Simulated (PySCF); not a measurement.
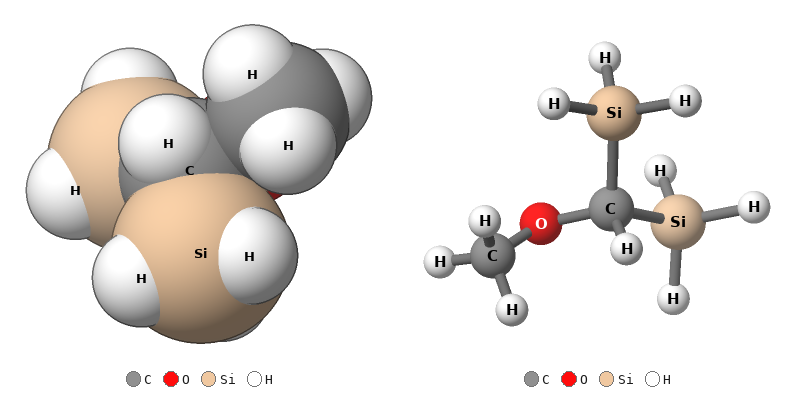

Both panels show the same species.

What does the picture show?

It has 15 atoms: 2 carbon, 10 hydrogen, 1 oxygen and 2 silicon (C₂H₁₀OSi₂). As SMILES it reads `COC([SiH3])[SiH3]`. It has no ring. Among its groups: ether, Si–H bond. The point group is C1. Coordination: 2 C tetrahedral; 1 O bent; 2 Si tetrahedral.

More results for the same structure follow; atom numbers are the same in all pictures, views and colours differ. Computed geometry: PBE0-D3(BJ)/def2-SVP optimisation. No frequency run is at hand to confirm it as a minimum.

Geometry

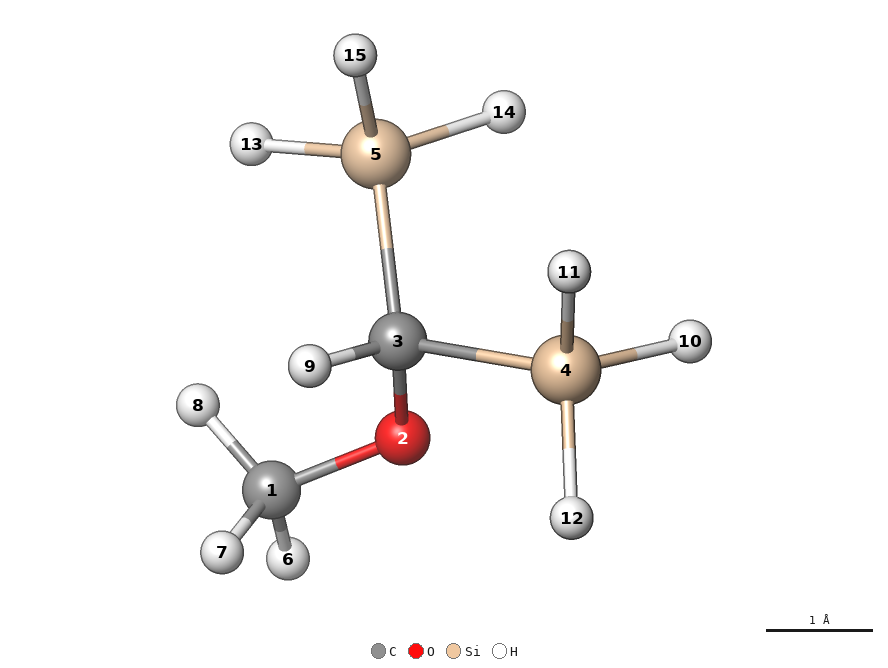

Numbered structure. No frequency run is at hand to confirm it as a minimum.

Estimate the angles C1–O2–C3, O2–C1–H6, O2–C1–H7, O2–C1–H8, O2–C3–Si4, O2–C3–Si5, O2–C3–H9, C3–Si4–H10, C3–Si5–H13, C3–Si5–H14, Si4–C3–Si5, Si5–C3–H9.

```csv
angle,degrees
C1–O2–C3,114.3
O2–C1–H6,107.6
O2–C1–H7,111.7
O2–C1–H8,112.2
O2–C3–Si4,106.0
O2–C3–Si5,110.5
O2–C3–H9,111.2
C3–Si4–H10,109.8
C3–Si5–H13,110.5
C3–Si5–H14,109.5
Si4–C3–Si5,113.6
Si5–C3–H9,108.9
```

NMR shielding

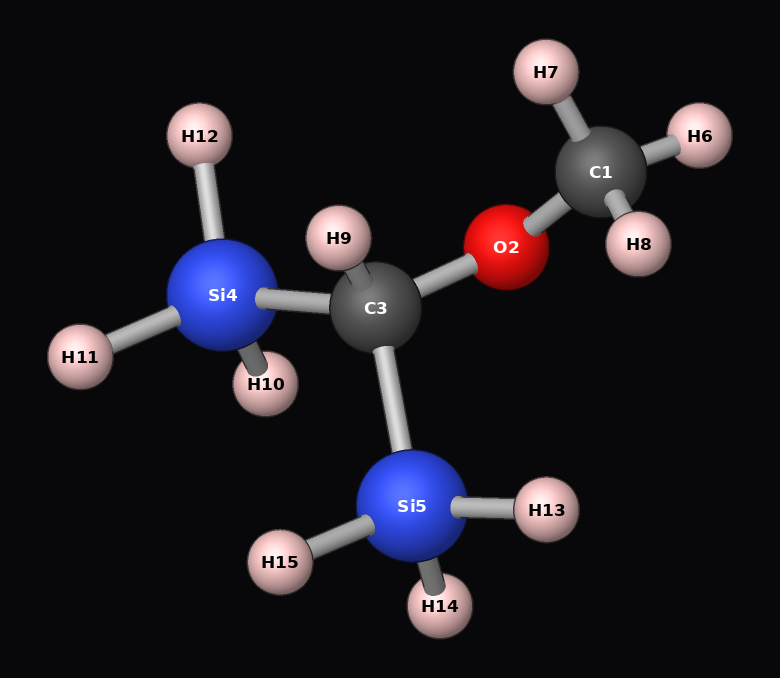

No frequency run is at hand to confirm it as a minimum. Level of theory: GIAO OPBE/pcSseg-1 NMR shielding, non-relativistic, gas phase (PySCF 2.14.0). Principal shieldings σ11 ≤ σ22 ≤ σ33, span Ω = σ33 − σ11, skew κ = 3(σiso − σ22)/Ω.

> Which Si atom has the most anisotropic shielding?

Si4, with a span of 87 ppm.

Give the shielding tensors of the Si atoms.

| atom | σ11 | σ22 | σ33 | σiso | Ω | κ |
| --- | --- | --- | --- | --- | --- | --- |
| Si4 | 383.9 | 421.1 | 470.9 | 425.3 | 87.1 | 0.14 |
| Si5 | 400.0 | 443.2 | 472.2 | 438.4 | 72.2 | −0.20 |

Shieldings and span in ppm.

Levels of theory compared

No frequency run is at hand to confirm it as a minimum. Program: PySCF 2.14.0.

Compare HOMO energy (eV), HOMO–LUMO gap (eV), dipole (D) at these levels: BHandHLYP/pcSseg-1; BLYP/pcSseg-1; BP86/pcSseg-1; KT3/pcSseg-1; PBE/pcSseg-1; PBE0/6-31G*; WP04/pcSseg-1; mPW1PW91/pcSseg-1; ωB97X-D/pcSseg-1.

```tsv
level	HOMO energy (eV)	HOMO–LUMO gap (eV)	dipole (D)
BHandHLYP/pcSseg-1	−8.42	9.75	1.65
BLYP/pcSseg-1	−5.54	5.32	1.51
BP86/pcSseg-1	−5.77	5.35	1.55
KT3/pcSseg-1	−5.80	5.46	1.46
PBE/pcSseg-1	−5.65	5.28	1.52
PBE0/6-31G*	−6.87	7.64	1.59
WP04/pcSseg-1	−8.18	7.18	1.59
mPW1PW91/pcSseg-1	−7.11	7.62	1.60
ωB97X-D/pcSseg-1	−8.94	11.15	1.61
```

Quadrupole coupling

No frequency run is at hand to confirm it as a minimum. Electric field gradients from the ground-state density, PBE0/pcSseg-0 (PySCF 2.14.0), non-relativistic apart from any core potentials.

Give the largest field-gradient component, the quadrupole coupling constant and the asymmetry for 17O at O2 (Q = −25.6 mb), 2H at H6 (Q = 2.86 mb), 2H at H7 (Q = 2.86 mb), 2H at H8 (Q = 2.86 mb), 2H at H9 (Q = 2.86 mb).

```json
{"atom": "O2", "V_zz (a.u.)": "2.268", "e²qQ/h (MHz)": "−13.64", "η": "0.98"}
{"atom": "H6", "V_zz (a.u.)": "0.291", "e²qQ/h (MHz)": "0.196", "η": "0.06"}
{"atom": "H7", "V_zz (a.u.)": "0.279", "e²qQ/h (MHz)": "0.187", "η": "0.08"}
{"atom": "H8", "V_zz (a.u.)": "0.279", "e²qQ/h (MHz)": "0.187", "η": "0.09"}
{"atom": "H9", "V_zz (a.u.)": "0.280", "e²qQ/h (MHz)": "0.188", "η": "0.11"}
```
